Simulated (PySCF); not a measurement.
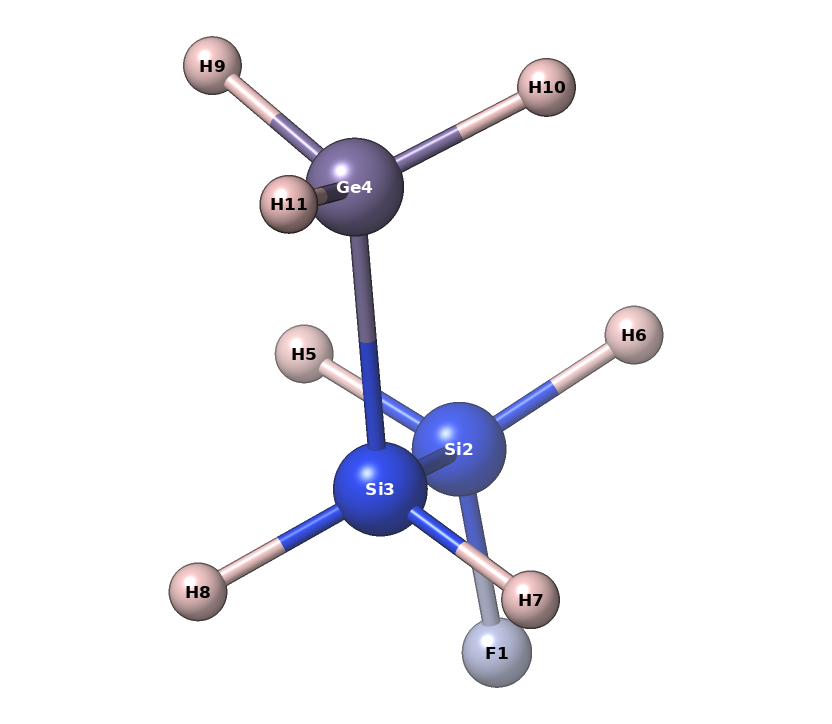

Si2 lies behind Si3. The molecule seen a little off the Si3–Si2 bond, Si3 in front. Atoms fade into the background with distance from the viewer. Computed geometry: PBE0-D3(BJ)/def2-SVP optimisation. No frequency run is at hand to confirm it as a minimum.

### What is the torsion angle Ge4–Si3–Si2–F1? The sign is positive where the front bond must turn clockwise to cover the back bond.

175°, antiperiplanar (anti). The bonds about Si3–Si2 are staggered.
